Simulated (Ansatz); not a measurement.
The starting structures come from a database of crystals and need not be the phases stable at ambient conditions.

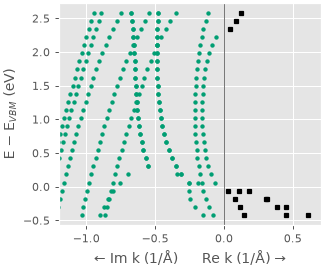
Figure. Complex bands at the centre of the two-dimensional zone; PBEsol (Ansatz, an electronic-structure program)

No gap correction and no spin-orbit coupling; mid-gap values are interpolated between computed energies.

Q: This is MgTe (P6_3mc, wurtzite, not sure to be the ambient phase, 4 atoms a cell, 33.9 Å³ an atom) along the normal of (100). Read off the slowest decay at the centre of the two-dimensional zone at 1.14 eV, the computed energy nearest the middle of the gap.

A: κ ≈ 0.16 1/Å, a decay length 1/(2κ) of the density of 3.1 Å.
